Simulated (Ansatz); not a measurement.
Fields on a plane of Rb2IrF6 (space group P-3m1)

```xyz
9
Lattice="5.9406 0.0000 0.0000 -2.9703 5.1447 0.0000 0.0000 0.0000 4.7982" Properties=species:S:1:pos:R:3 pbc="T T T"
Rb     0.0000     3.4298     3.7775
Rb     2.9703     1.7149     1.0207
Ir     0.0000     0.0000     2.3991
F      0.0000     1.6311     1.3372
F      2.9703     3.5136     3.4610
F      1.5578     4.3292     1.3372
F      1.4125     0.8155     3.4610
F     -1.5578     4.3292     1.3372
F      4.5281     0.8155     3.4610
```

The slice is a (-1 2 -1 0) plane (indices of the conventional cell) through the point (0.317, 0.159, 0.721) (fractional), spanned by u = [001] and v = [210] in vectors of this cell: u (4.80 Å) and v (10.29 Å, at 90° to u). It covers one period; positions are fractions (u, v).

Atoms on it: Rb at (0.07, 0.51); Rb at (0.49, 0.17); Ir at (0.78, 0.84); F at (0.56, 0.68); F at (0.00, 0.00).

The numbers are results of PBEsol (plane waves to 420 eV, PAW, scalar-relativistic; Ansatz, a quantum-chemistry and plane-wave program), not measurements. k mesh 9×9×10. These are valence fields of a PAW run, semicore shells included where kept as valence: close to a nucleus they are smooth pseudo fields. At this level the bands of Rb2IrF6 touch or barely overlap. Rb2IrF6 is run spin-polarised and with no Hubbard U. Rb2IrF6 was relaxed with its symmetry unable to fall. Relaxed Rb2IrF6 ends ferromagnetic. Spin-orbit coupling is left out, though Ir is heavy. Other magnetic orders were not checked, so this need not be the ground state.

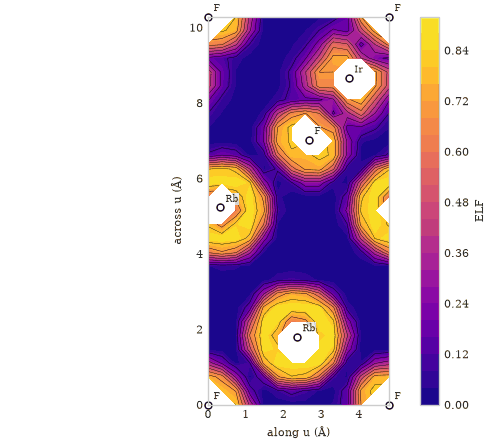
Figure. ELF of the up spins, one period of the plane, atoms marked. Points within 0.4 Å of a nucleus are left white, as the pseudised field means little there.

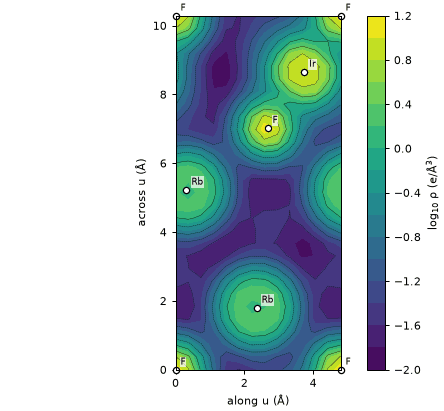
Figure: Log₁₀ of the valence density in e/Å³, one period of the plane, atoms marked. The scale is logarithmic, as a density can span decades between atoms and voids.
